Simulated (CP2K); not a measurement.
# CH4BrClGa− (SMILES [CH3][GaH-]([Cl])[Br]): a first try and a second

Aim: a single-point energy of CH4BrClGa− at IPEA1-xTB.

The results are computed with CP2K 2026.2.

3 further runs of the same task are left out: 1 that didn't finish, 2 set aside as unsound or not needed.

## (1) The system as given

The species is CH4BrClGa− (8 atoms), meant as a singlet with charge -1. As SMILES, `[CH3][GaH-]([Cl])[Br]`. The shape comes from GFN2-xTB, which is rough for such elements, and wasn't checked as a minimum.

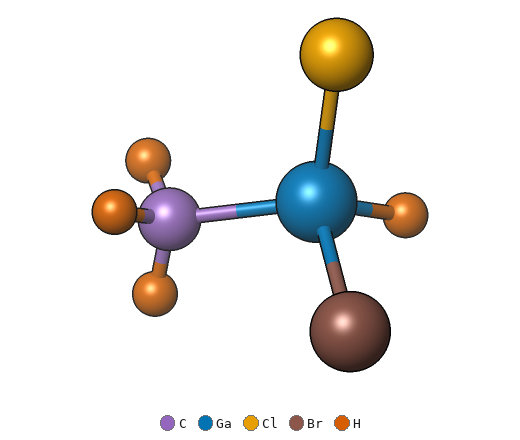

The structure, seen from a chosen angle (carbon purple, gallium blue, chlorine amber, bromine brown, hydrogen orange).

## (2) The input as first written

Contents of molecule.inp:

```
&GLOBAL
 PROJECT_NAME molecule
 RUN_TYPE ENERGY
 PRINT_LEVEL MEDIUM
&END GLOBAL

&FORCE_EVAL
 METHOD Quickstep
 &DFT
  &QS
   METHOD XTB
   EPS_DEFAULT 1.0E-10
   &XTB
    GFN_TYPE TBLITE
    &TBLITE
     METHOD IPEA1
    &END TBLITE
    CHECK_ATOMIC_CHARGES F
   &END XTB
  &END QS
  &POISSON
   PERIODIC NONE
   POISSON_SOLVER ANALYTIC
  &END POISSON
  &SCF
   SCF_GUESS ATOMIC
   EPS_SCF 1.0E-06
   MAX_SCF 150
   ADDED_MOS 2
   &DIAGONALIZATION
    ALGORITHM STANDARD
   &END DIAGONALIZATION
   &MIXING
    METHOD DIRECT_P_MIXING
    ALPHA 0.4
   &END MIXING
   &SMEAR ON
    METHOD FERMI_DIRAC
    ELECTRONIC_TEMPERATURE [K] 300
   &END SMEAR
  &END SCF
  &PRINT
   &MOMENTS
    PERIODIC F
    REFERENCE COM
    MAX_MOMENT 1
   &END MOMENTS
   &MO ON
    ENERGIES T
    OCCUPATION_NUMBERS T
    NDIGITS 6
    &EACH
     QS_SCF 0
    &END EACH
    ADD_LAST NUMERIC
   &END MO
   &HIRSHFELD OFF
   &END HIRSHFELD
  &END PRINT
 &END DFT
 &SUBSYS
  &CELL
   ABC 13.5 14.2 13
   PERIODIC NONE
  &END CELL
  &COORD
   UNIT bohr
   C     -0.6332094     2.0610865     0.2425275
   Ga     0.6394266    -1.5111951    -0.4774771
   Cl     3.9705791    -2.3453958     1.7181768
   Br    -2.5563270    -4.3660799     0.6090587
   H     -1.0655221     2.2973589     2.2604715
   H      0.7749389     3.5072561    -0.2252931
   H     -2.3577924     2.5521885    -0.7928913
   H      1.2278873    -2.1952192    -3.3345540
  &END COORD
  &TOPOLOGY
   &CENTER_COORDINATES
   &END CENTER_COORDINATES
  &END TOPOLOGY
 &END SUBSYS
&END FORCE_EVAL
```

Launch:

```console
OMP_NUM_THREADS=1 cp2k.psmp molecule.inp > molecule.out
```

The log of the run:

```text
CP2K| version string:                                       CP2K version 2026.2
[...]
 GLOBAL| Method name                                                        CP2K
[...]
 GLOBAL| Run type                                                         ENERGY
[...]
                             - Atoms:                                          8
[...]
                             - Spherical basis functions:                     40
[...]
 Number of electrons:                                                         25
[...]
  *** SCF run converged in    16 steps ***
[...]
  Fermi energy:                                                -0.45315592925757
[...]
 TB_DIPOLE| Moment [Debye]         -1.86206760       2.12925538      -0.70520946
 TB_DIPOLE| Derivative [a.u.]       0.00000000       0.00000000       0.00000000
[...]
 ENERGY| Total FORCE_EVAL ( QS ) energy [hartree]            -14.447271883792240
[...]
```

It took 0.28 s on 1 thread of Arm Neoverse V1, shared host.

## (3) What went wrong

The program ended normally, but the settings are unsound, so its numbers aren't properties of the molecule.

The fault: the electron count doesn't fit the spin or reference typed: an even count needs an odd multiplicity, an odd count an even one. To mend it: charge -1 in place of 0. That is the species meant; for the charge typed, the multiplicity would have to change.

## (4) The mended input

Contents of mol.inp:

```
&GLOBAL
 PROJECT_NAME mol
 RUN_TYPE ENERGY
 PRINT_LEVEL MEDIUM
&END GLOBAL
&FORCE_EVAL
 METHOD Quickstep
 &DFT
  CHARGE -1
  MULTIPLICITY 1
  # Quickstep
  &QS
   METHOD XTB
   EPS_DEFAULT 1.0E-10
   &XTB
    GFN_TYPE TBLITE
    &TBLITE
     METHOD IPEA1
    &END TBLITE
    CHECK_ATOMIC_CHARGES F
   &END XTB
  &END QS
  # isolated system
  &POISSON
   PERIODIC NONE
   POISSON_SOLVER ANALYTIC
  &END POISSON
  # SCF settings
  &SCF
   SCF_GUESS ATOMIC
   EPS_SCF 1.0E-06
   MAX_SCF 150
   ADDED_MOS 2
   &DIAGONALIZATION
    ALGORITHM STANDARD
   &END DIAGONALIZATION
   &MIXING
    METHOD DIRECT_P_MIXING
    ALPHA 0.4
   &END MIXING
   &SMEAR ON
    METHOD FERMI_DIRAC
    ELECTRONIC_TEMPERATURE [K] 300
   &END SMEAR
  &END SCF
  # extra output
  &PRINT
   &MOMENTS
    PERIODIC F
    REFERENCE COM
    MAX_MOMENT 1
   &END MOMENTS
   &MO ON
    ENERGIES T
    OCCUPATION_NUMBERS T
    NDIGITS 6
    &EACH
     QS_SCF 0
    &END EACH
    ADD_LAST NUMERIC
   &END MO
   &HIRSHFELD OFF
   &END HIRSHFELD
  &END PRINT
 &END DFT
 # structure
 &SUBSYS
  # box in angstrom
  &CELL
   ABC [angstrom] 13.5 14.2 13
   PERIODIC NONE
  &END CELL
  &COORD
   UNIT bohr
   C     -0.6332094     2.0610865     0.2425275
   Ga     0.6394266    -1.5111951    -0.4774771
   Cl     3.9705791    -2.3453958     1.7181768
   Br    -2.5563270    -4.3660799     0.6090587
   H     -1.0655221     2.2973589     2.2604715
   H      0.7749389     3.5072561    -0.2252931
   H     -2.3577924     2.5521885    -0.7928913
   H      1.2278873    -2.1952192    -3.3345540
  &END COORD
  &TOPOLOGY
   &CENTER_COORDINATES
   &END CENTER_COORDINATES
  &END TOPOLOGY
 &END SUBSYS
&END FORCE_EVAL
```

Launch:

```console
OMP_NUM_THREADS=1 cp2k.psmp mol.inp > mol.out
```

The log of the run:

```text
CP2K| version string:                                       CP2K version 2026.2
[...]
 GLOBAL| Method name                                                        CP2K
[...]
 GLOBAL| Run type                                                         ENERGY
[...]
                             - Atoms:                                          8
[...]
                             - Spherical basis functions:                     40
[...]
 Number of electrons:                                                         26
[...]
  *** SCF run converged in    13 steps ***
[...]
  Fermi energy:                                                -0.10426682275723
[...]
 TB_DIPOLE| Moment [Debye]         -3.50268868      -1.81321089       0.31946501
 TB_DIPOLE| Derivative [a.u.]       0.00000000       0.00000000       0.00000000
[...]
 ENERGY| Total FORCE_EVAL ( QS ) energy [hartree]            -14.812205882863116
[...]
```

It took 0.26 s on 1 thread of Arm Neoverse V1, shared host.

## (5) Summary of results

Level: IPEA1-xTB.

```
     quantity         value
 total energy  -14.81221 Eh
  HOMO energy      -7.42 eV
  LUMO energy      -1.94 eV
HOMO–LUMO gap       5.48 eV
```
